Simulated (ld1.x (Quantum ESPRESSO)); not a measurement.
# Te: pseudopotential generation

- system: tellurium (Te, Z = 52), core [Kr] 4d10, reference valence 5s2 5p4, valence charge 6.
- method: TM potential, PBEsol, scalar-relativistic, made with ld1.x (Quantum ESPRESSO) 7.5

## Results in brief

- outcome: generated
- cutoffs needed: 30 Ry and 55 Ry (the cutoffs, on a coarse ladder, from which the occupation-weighted sum of valence levels, in a spherical-Bessel basis at the reference potential, stays within 10 and 1 mRy of its value at 400 Ry); ghost states and empty shells don't enter this sum
- ghost test: no ghost state below the valence levels in the p, s, d, f channels (spherical-Bessel basis up to 400 Ry, 20 bohr box)
- largest excitation error: -50 meV (all-electron minus pseudo) for 5s2 5p1, out of 7 test configurations
- range over which the phases arctan(r u′/u) at the test radius agree within 0.05 rad (a looser test near the poles than one of phase shifts): s: up to about 3.0 Ry; p: up to about 4.7 Ry
- hardware: 1 CPU thread, shared host
- wall time: 2.8 s

## Notes

Warnings of the program, in the generation or the tests: convergence not achieved.

## The input
```
 &input
   title='Te', zed=52., rel=1, dft='PBESOL', iswitch=3,
   config='[Kr] 4d10 5s2 5p4',
   nld=2, rlderiv=2.30, eminld=-3.0, emaxld=5.0, deld=0.02
 /
 &inputp
   pseudotype=2, tm=.true., lloc=0,
   nlcc=.false.,
   file_pseudopw='Te.UPF', file_wfcaegen='ae.wfc', file_wfcncgen='nc.wfc', file_beta='beta', file_chi='chi'
 /
2
5P  2  1   4.00   0.00  2.10  2.10  0.0
5S  1  0   2.00   0.00  1.70  1.70  0.0
 &test
   configts(1)='5s2 5p4'
 /
```

## Input of the test run
```
 &input
   title='Te', zed=52., rel=1, dft='PBESOL', iswitch=2,
   config='[Kr] 4d10 5s2 5p4'
 /
 &test
   file_pseudo='Te.UPF', nconf=8,
   configts(1)='5s2 5p4',
   configts(2)='5s2 5p3',
   configts(3)='5s2 5p2',
   configts(4)='5s2 5p1',
   configts(5)='5s1 5p4',
   configts(6)='5s1 5p5',
   configts(7)='5s2 5p3.5',
   configts(8)='5s2 5p4.3'
 /
```

Command:
```bash
ld1.x < Te.in > Te.out
```

## Log
```
     Program LD1 v.7.5
     --------------------------- All-electron run ----------------------------

     Te
     scalar relativistic calculation

     atomic number is 52.00
     dft =PBESOL   lsd =0 sic =0 latt =0  beta=0.20 tr2=1.0E-14
     Exchange-correlation= PBESOL
                           (   1   4  10   8   0   0   0)
     mesh =1245 r(mesh) =  99.36066 a.u. xmin = -7.00 dx = 0.01250
     1 Ry =  13.60569312 eV, c = 137.03599908

     n l     nl                  e(Ry)          e(Ha)          e(eV)
     1 0     1S 1( 2.00)     -2323.5328     -1161.7664    -31613.2740
     2 0     2S 1( 2.00)      -356.3325      -178.1662     -4848.1500
     2 1     2P 1( 6.00)      -319.9262      -159.9631     -4352.8170
     3 0     3S 1( 2.00)       -70.8929       -35.4465      -964.5471
     3 1     3P 1( 6.00)       -59.0607       -29.5303      -803.5612
     4 0     4S 1( 2.00)       -12.0645        -6.0323      -164.1460
     4 1     4P 1( 6.00)        -8.3960        -4.1980      -114.2329
     3 2     3D 1(10.00)       -41.1590       -20.5795      -559.9963
     4 2     4D 1(10.00)        -3.0567        -1.5283       -41.5880
     5 0     5S 1( 2.00)        -1.1136        -0.5568       -15.1517
     5 1     5P 1( 4.00)        -0.4386        -0.2193        -5.9677

     final scf error:  2.9E-15 reached in  25 iterations

     Etot =  -13583.173909 Ry,   -6791.586954 Ha, -184808.495841 eV

     Ekin =   14230.995860 Ry,    7115.497930 Ha,  193622.562509 eV
     Encl =  -32864.785685 Ry,  -16432.392843 Ha, -447148.188587 eV
     Eh   =    5395.808825 Ry,    2697.904413 Ha,   73413.719024 eV
     Exc  =    -345.192909 Ry,    -172.596454 Ha,   -4696.588787 eV

     normalization and overlap integrals

     s(1S/1S) =  1.000000  <r> =   0.0278  <r2> =    0.0010  r(max) =   0.0178
     s(2S/2S) =  1.000000  <r> =   0.1199  <r2> =    0.0169  r(max) =   0.1014
     s(2P/2P) =  1.000000  <r> =   0.1048  <r2> =    0.0134  r(max) =   0.0810
     s(3S/3S) =  1.000000  <r> =   0.3223  <r2> =    0.1187  r(max) =   0.2934
     s(3P/3P) =  1.000000  <r> =   0.3204  <r2> =    0.1191  r(max) =   0.2861
     s(4S/4S) =  1.000000  <r> =   0.7647  <r2> =    0.6611  r(max) =   0.7038
     s(4P/4P) =  1.000000  <r> =   0.8213  <r2> =    0.7694  r(max) =   0.7399
     s(3D/3D) =  1.000000  <r> =   0.2969  <r2> =    0.1044  r(max) =   0.2372
     s(4D/4D) =  1.000000  <r> =   0.9725  <r2> =    1.1127  r(max) =   0.8076
     s(5S/5S) =  1.000000  <r> =   2.0831  <r2> =    4.9312  r(max) =   1.7972
     s(5P/5P) =  1.000000  <r> =   2.6634  <r2> =    8.2277  r(max) =   2.1679

     ------------------------ End of All-electron run ------------------------

     --------------------- Generating NC pseudopotential ---------------------

      Generating local pot.: lloc=0, matching radius rcloc =   1.7000

      Wfc   5P  rcut= 2.114  Using Troullier-Martins method

     ------------------- End of pseudopotential generation -------------------

     --------------------------- All-electron run ----------------------------

     Te
     scalar relativistic calculation

     atomic number is 52.00
     dft =PBESOL   lsd =0 sic =0 latt =0  beta=0.20 tr2=1.0E-14
     Exchange-correlation= PBESOL
                           (   1   4  10   8   0   0   0)
     mesh =1245 r(mesh) =  99.36066 a.u. xmin = -7.00 dx = 0.01250
     1 Ry =  13.60569312 eV, c = 137.03599908

     n l     nl                  e(Ry)          e(Ha)          e(eV)
     1 0     1S 1( 2.00)     -2323.5328     -1161.7664    -31613.2740
     2 0     2S 1( 2.00)      -356.3325      -178.1662     -4848.1500
     2 1     2P 1( 6.00)      -319.9262      -159.9631     -4352.8170
     3 0     3S 1( 2.00)       -70.8929       -35.4465      -964.5471
     3 1     3P 1( 6.00)       -59.0607       -29.5303      -803.5612
     4 0     4S 1( 2.00)       -12.0645        -6.0323      -164.1460
     4 1     4P 1( 6.00)        -8.3960        -4.1980      -114.2329
     3 2     3D 1(10.00)       -41.1590       -20.5795      -559.9963
     4 2     4D 1(10.00)        -3.0567        -1.5283       -41.5880
     5 0     5S 1( 2.00)        -1.1136        -0.5568       -15.1517
     5 1     5P 1( 4.00)        -0.4386        -0.2193        -5.9677

     final scf error:  2.9E-15 reached in  25 iterations

     Etot =  -13583.173909 Ry,   -6791.586954 Ha, -184808.495841 eV

     Ekin =   14230.995860 Ry,    7115.497930 Ha,  193622.562509 eV
     Encl =  -32864.785685 Ry,  -16432.392843 Ha, -447148.188587 eV
     Eh   =    5395.808825 Ry,    2697.904413 Ha,   73413.719024 eV
     Exc  =    -345.192909 Ry,    -172.596454 Ha,   -4696.588787 eV

     normalization and overlap integrals

     s(1S/1S) =  1.000000  <r> =   0.0278  <r2> =    0.0010  r(max) =   0.0178
     s(2S/2S) =  1.000000  <r> =   0.1199  <r2> =    0.0169  r(max) =   0.1014
     s(2P/2P) =  1.000000  <r> =   0.1048  <r2> =    0.0134  r(max) =   0.0810
     s(3S/3S) =  1.000000  <r> =   0.3223  <r2> =    0.1187  r(max) =   0.2934
     s(3P/3P) =  1.000000  <r> =   0.3204  <r2> =    0.1191  r(max) =   0.2861
     s(4S/4S) =  1.000000  <r> =   0.7647  <r2> =    0.6611  r(max) =   0.7038
     s(4P/4P) =  1.000000  <r> =   0.8213  <r2> =    0.7694  r(max) =   0.7399
     s(3D/3D) =  1.000000  <r> =   0.2969  <r2> =    0.1044  r(max) =   0.2372
     s(4D/4D) =  1.000000  <r> =   0.9725  <r2> =    1.1127  r(max) =   0.8076
     s(5S/5S) =  1.000000  <r> =   2.0831  <r2> =    4.9312  r(max) =   1.7972
     s(5P/5P) =  1.000000  <r> =   2.6634  <r2> =    8.2277  r(max) =   2.1679

     ------------------------ End of All-electron run ------------------------

     Computing logarithmic derivative in   2.29338
     Message from routine run_pseudo:
     Warning: convergence not achieved
     Computing logarithmic derivative in   2.29338
     Computing the partial wave expansion
       no projector for channel:   0
     R is outside the sphere for l=    1 j= 0.00

     ---------------------- Testing the pseudopotential ----------------------

     Te
     scalar relativistic calculation

     atomic number is 52.00   valence charge is  6.00
     dft =PBESOL   lsd =0 sic =0 latt =0  beta=0.20 tr2=1.0E-14
     mesh =1245 r(mesh) =  99.36066 xmin = -7.00 dx = 0.01250

     n l     nl             e AE (Ry)        e PS (Ry)    De AE-PS (Ry)
     1 0     5S   1( 2.00)       -1.11363       -1.11364        0.00001
     2 1     5P   1( 4.00)       -0.43862       -0.43862        0.00000

     eps = 1.6E-11  iter =201

     Etot =  -13583.173909 Ry,   -6791.586954 Ha, -184808.495841 eV
     Etotps =   -16.147285 Ry,      -8.073642 Ha,    -219.695001 eV

     Ekin =       4.603865 Ry,       2.301933 Ha,      62.638777 eV
     Encl =     -30.956535 Ry,     -15.478267 Ha,    -421.185115 eV
     Ehrt =      13.159560 Ry,       6.579780 Ha,     179.044932 eV
     Ecxc =      -3.314495 Ry,      -1.657247 Ha,     -45.096001 eV
     Epseu=       0.360320 Ry,       0.180160 Ha,       4.902407 eV

     ---------------------- End of pseudopotential test ----------------------
```

## Output of the test run (extracts)
```
     ---------------------- Testing the pseudopotential ----------------------

     Te
     scalar relativistic calculation

     atomic number is 52.00   valence charge is  6.00
     dft =PBESOL   lsd =0 sic =0 latt =0  beta=0.20 tr2=1.0E-14
     mesh =1245 r(mesh) =  99.36066 xmin = -7.00 dx = 0.01250

     n l     nl             e AE (Ry)        e PS (Ry)    De AE-PS (Ry)
     1 0     5S   1( 2.00)       -1.11363       -1.11364        0.00001
     2 1     5P   1( 4.00)       -0.43862       -0.43862        0.00000

     eps = 2.9E-11  iter =201

     Etot =  -13583.173909 Ry,   -6791.586954 Ha, -184808.495841 eV
     Etotps =   -16.147285 Ry,      -8.073642 Ha,    -219.695001 eV

     Ekin =       4.603865 Ry,       2.301933 Ha,      62.638777 eV
     Encl =     -30.956535 Ry,     -15.478267 Ha,    -421.185115 eV
     Ehrt =      13.159560 Ry,       6.579780 Ha,     179.044932 eV
     Ecxc =      -3.314495 Ry,      -1.657247 Ha,     -45.096001 eV
     Epseu=       0.360320 Ry,       0.180160 Ha,       4.902407 eV

     ---------------------- End of pseudopotential test ----------------------

     ---------------------- Testing the pseudopotential ----------------------

     Te
     scalar relativistic calculation

     atomic number is 52.00   valence charge is  6.00
     dft =PBESOL   lsd =0 sic =0 latt =0  beta=0.20 tr2=1.0E-14
     mesh =1245 r(mesh) =  99.36066 xmin = -7.00 dx = 0.01250

     n l     nl             e AE (Ry)        e PS (Ry)    De AE-PS (Ry)
     1 0     5S   1( 2.00)       -1.72772       -1.72782        0.00010
     2 1     5P   1( 3.00)       -1.00816       -1.00858        0.00042

     eps = 6.4E-11  iter =201

     Etot =  -13582.457072 Ry,   -6791.228536 Ha, -184798.742778 eV
     Etotps =   -15.430097 Ry,      -7.715049 Ha,    -209.937167 eV
     dEtot_ae =       0.716837 Ry
     dEtot_ps =       0.717188 Ry,   Delta E=      -0.000351 Ry

     Ekin =       4.217898 Ry,       2.108949 Ha,      57.387426 eV
     Encl =     -26.944913 Ry,     -13.472457 Ha,    -366.604223 eV
     Ehrt =       9.785679 Ry,       4.892839 Ha,     133.140943 eV
     Ecxc =      -2.802842 Ry,      -1.401421 Ha,     -38.134613 eV
     Epseu=       0.314082 Ry,       0.157041 Ha,       4.273300 eV

     ---------------------- End of pseudopotential test ----------------------

     ---------------------- Testing the pseudopotential ----------------------

     Te
     scalar relativistic calculation

     atomic number is 52.00   valence charge is  6.00
     dft =PBESOL   lsd =0 sic =0 latt =0  beta=0.20 tr2=1.0E-14
     mesh =1245 r(mesh) =  99.36066 xmin = -7.00 dx = 0.01250

     n l     nl             e AE (Ry)        e PS (Ry)    De AE-PS (Ry)
     1 0     5S   1( 2.00)       -2.41080       -2.41108        0.00028
     2 1     5P   1( 2.00)       -1.64323       -1.64448        0.00125

     eps = 2.1E-12  iter =201

     Etot =  -13581.136391 Ry,   -6790.568195 Ha, -184780.773992 eV
     Etotps =   -14.108255 Ry,      -7.054127 Ha,    -191.952585 eV
     dEtot_ae =       2.037518 Ry
     dEtot_ps =       2.039030 Ry,   Delta E=      -0.001512 Ry

     Ekin =       3.601543 Ry,       1.800772 Ha,      49.001492 eV
     Encl =     -22.376335 Ry,     -11.188167 Ha,    -304.445543 eV
     Ehrt =       6.660297 Ry,       3.330148 Ha,      90.617951 eV
     Ecxc =      -2.232401 Ry,      -1.116201 Ha,     -30.373367 eV
     Epseu=       0.238641 Ry,       0.119321 Ha,       3.246881 eV

     ---------------------- End of pseudopotential test ----------------------

     ---------------------- Testing the pseudopotential ----------------------

     Te
     scalar relativistic calculation

     atomic number is 52.00   valence charge is  6.00
     dft =PBESOL   lsd =0 sic =0 latt =0  beta=0.20 tr2=1.0E-14
     mesh =1245 r(mesh) =  99.36066 xmin = -7.00 dx = 0.01250

     n l     nl             e AE (Ry)        e PS (Ry)    De AE-PS (Ry)
     1 0     5S   1( 2.00)       -3.14526       -3.14509       -0.00017
     2 1     5P   1( 1.00)       -2.32733       -2.32917        0.00185

     eps = 3.8E-11  iter =201

     Etot =  -13579.155171 Ry,   -6789.577586 Ha, -184753.818130 eV
     Etotps =   -12.124866 Ry,      -6.062433 Ha,    -164.967207 eV
     dEtot_ae =       4.018738 Ry
     dEtot_ps =       4.022419 Ry,   Delta E=      -0.003681 Ry

     Ekin =       2.762720 Ry,       1.381360 Ha,      37.588724 eV
     Encl =     -17.372949 Ry,      -8.686475 Ha,    -236.371015 eV
     Ehrt =       3.988515 Ry,       1.994258 Ha,      54.266516 eV
     Ecxc =      -1.636938 Ry,      -0.818469 Ha,     -22.271671 eV
     Epseu=       0.133785 Ry,       0.066893 Ha,       1.820238 eV

     ---------------------- End of pseudopotential test ----------------------

     ---------------------- Testing the pseudopotential ----------------------

     Te
     scalar relativistic calculation

     atomic number is 52.00   valence charge is  6.00
     dft =PBESOL   lsd =0 sic =0 latt =0  beta=0.20 tr2=1.0E-14
     mesh =1245 r(mesh) =  99.36066 xmin = -7.00 dx = 0.01250

     n l     nl             e AE (Ry)        e PS (Ry)    De AE-PS (Ry)
     1 0     5S   1( 1.00)       -1.78516       -1.78389       -0.00126
     2 1     5P   1( 4.00)       -1.05345       -1.05324       -0.00021

     eps = 6.1E-12  iter =201

     Etot =  -13581.731441 Ry,   -6790.865720 Ha, -184788.870063 eV
     Etotps =   -14.705099 Ry,      -7.352550 Ha,    -200.073070 eV
     dEtot_ae =       1.442468 Ry
     dEtot_ps =       1.442185 Ry,   Delta E=       0.000283 Ry

     Ekin =       4.560770 Ry,       2.280385 Ha,      62.052439 eV
     Encl =     -26.485570 Ry,     -13.242785 Ha,    -360.354541 eV
     Ehrt =       9.525220 Ry,       4.762610 Ha,     129.597219 eV
     Ecxc =      -2.736740 Ry,      -1.368370 Ha,     -37.235244 eV
     Epseu=       0.431221 Ry,       0.215610 Ha,       5.867059 eV

     ---------------------- End of pseudopotential test ----------------------

     ---------------------- Testing the pseudopotential ----------------------

     Te
     scalar relativistic calculation

     atomic number is 52.00   valence charge is  6.00
     dft =PBESOL   lsd =0 sic =0 latt =0  beta=0.20 tr2=1.0E-14
     mesh =1245 r(mesh) =  99.36066 xmin = -7.00 dx = 0.01250

     n l     nl             e AE (Ry)        e PS (Ry)    De AE-PS (Ry)
     1 0     5S   1( 1.00)       -1.16895       -1.16816       -0.00078
     2 1     5P   1( 5.00)       -0.47910       -0.47881       -0.00029

     eps = 1.7E-11  iter =201

     Etot =  -13582.491441 Ry,   -6791.245721 Ha, -184799.210392 eV
     Etotps =   -15.465006 Ry,      -7.732503 Ha,    -210.412121 eV
     dEtot_ae =       0.682468 Ry
     dEtot_ps =       0.682279 Ry,   Delta E=       0.000189 Ry

     Ekin =       4.931956 Ry,       2.465978 Ha,      67.102683 eV
     Encl =     -30.492443 Ry,     -15.246221 Ha,    -414.870820 eV
     Ehrt =      12.878043 Ry,       6.439021 Ha,     175.214696 eV
     Ecxc =      -3.253169 Ry,      -1.626584 Ha,     -44.261615 eV
     Epseu=       0.470607 Ry,       0.235304 Ha,       6.402935 eV

     ---------------------- End of pseudopotential test ----------------------

     ---------------------- Testing the pseudopotential ----------------------

     Te
     scalar relativistic calculation

     atomic number is 52.00   valence charge is  6.00
     dft =PBESOL   lsd =0 sic =0 latt =0  beta=0.20 tr2=1.0E-14
     mesh =1245 r(mesh) =  99.36066 xmin = -7.00 dx = 0.01250

     n l     nl             e AE (Ry)        e PS (Ry)    De AE-PS (Ry)
     1 0     5S   1( 2.00)       -1.41054       -1.41057        0.00002
     2 1     5P   1( 3.50)       -0.71383       -0.71398        0.00015

     eps = 2.8E-10  iter =201

     Etot =  -13582.886740 Ry,   -6791.443370 Ha, -184804.588705 eV
     Etotps =   -15.860009 Ry,      -7.930005 Ha,    -215.786418 eV
     dEtot_ae =       0.287169 Ry
     dEtot_ps =       0.287276 Ry,   Delta E=      -0.000106 Ry

     Ekin =       4.440256 Ry,       2.220128 Ha,      60.412760 eV
     Encl =     -29.030812 Ry,     -14.515406 Ha,    -394.984316 eV
     Ehrt =      11.458293 Ry,       5.729146 Ha,     155.898012 eV
     Ecxc =      -3.068555 Ry,      -1.534278 Ha,     -41.749818 eV
     Epseu=       0.340809 Ry,       0.170405 Ha,       4.636944 eV

     ---------------------- End of pseudopotential test ----------------------

     ---------------------- Testing the pseudopotential ----------------------

     Te
     scalar relativistic calculation

     atomic number is 52.00   valence charge is  6.00
     dft =PBESOL   lsd =0 sic =0 latt =0  beta=0.20 tr2=1.0E-14
     mesh =1245 r(mesh) =  99.36066 xmin = -7.00 dx = 0.01250

     n l     nl             e AE (Ry)        e PS (Ry)    De AE-PS (Ry)
     1 0     5S   1( 2.00)       -0.94720       -0.94722        0.00002
     2 1     5P   1( 4.30)       -0.28440       -0.28437       -0.00004

     eps = 5.3E-12  iter =201

     Etot =  -13583.282113 Ry,   -6791.641056 Ha, -184809.968027 eV
     Etotps =   -16.255506 Ry,      -8.127753 Ha,    -221.167425 eV
     dEtot_ae =      -0.108204 Ry
     dEtot_ps =      -0.108221 Ry,   Delta E=       0.000017 Ry

     Ekin =       4.673244 Ry,       2.336622 Ha,      63.582730 eV
     Encl =     -32.021774 Ry,     -16.010887 Ha,    -435.678435 eV
     Ehrt =      14.174050 Ry,       7.087025 Ha,     192.847779 eV
     Ecxc =      -3.449645 Ry,      -1.724823 Ha,     -46.934812 eV
     Epseu=       0.368619 Ry,       0.184309 Ha,       5.015315 eV

     ---------------------- End of pseudopotential test ----------------------
```

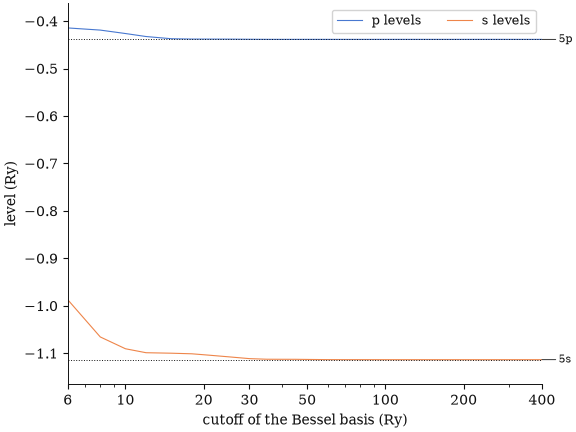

Fig. 1: The pseudo-atom Hamiltonian at the reference potential is diagonalised in spherical Bessel functions (20 bohr box) up to the cutoff. Curves: the lowest levels of each channel that holds a bound state. Dotted lines: the all-electron valence levels.

- Ghost states: no ghost state below the valence levels in the p, s, d, f channels. The curves of the valence states settle on the dotted lines.
- All-electron valence levels: 5p: -0.44 Ry; 5s: -1.11 Ry.

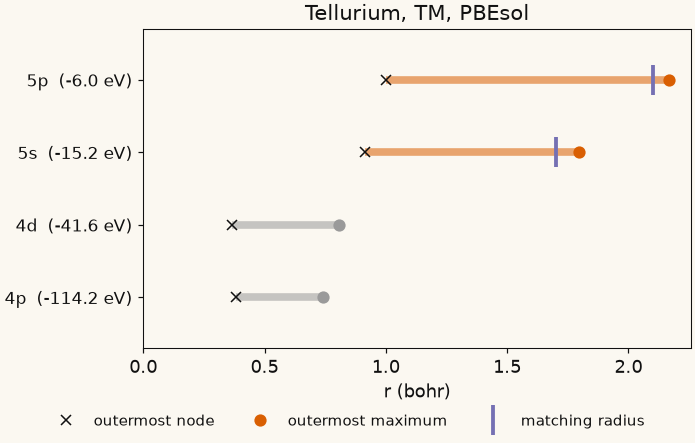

Fig. 2: Outer shells of the all-electron reference atom: each bar runs from the outermost node (or the nucleus) to the outermost maximum of u(r); the tick is the radius chosen for the pseudo-wave. Shells without a tick have no pseudo-wave of their own. Levels, nodes and maxima are from ld1.x, scalar-relativistic.

- Radii against the shells: 5s: 1.70 bohr, between node and maximum; 5p: 2.10 bohr, between node and maximum.

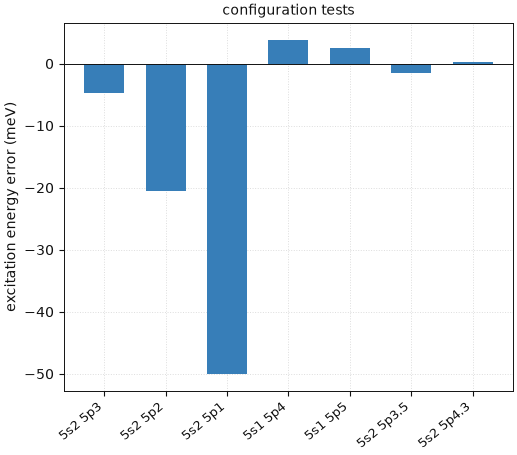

Fig. 3: Errors, all-electron minus pseudo, of the energies of valence configurations relative to the unpolarised reference 5s2 5p4.

- Worst configuration: 5s2 5p1 (charge +3): the error is -50 meV on an all-electron energy of +54.68 eV relative to the reference, or 0.092 %.
- Errors in meV: 5s2 5p3: -4.8; 5s2 5p2: -21; 5s2 5p1: -50; 5s1 5p4: +3.9; 5s1 5p5: +2.6; 5s2 5p3.5: -1.4; 5s2 5p4.3: +0.2.
- Configurations within 10 meV and within 50 meV: 5 and 6 of 7.
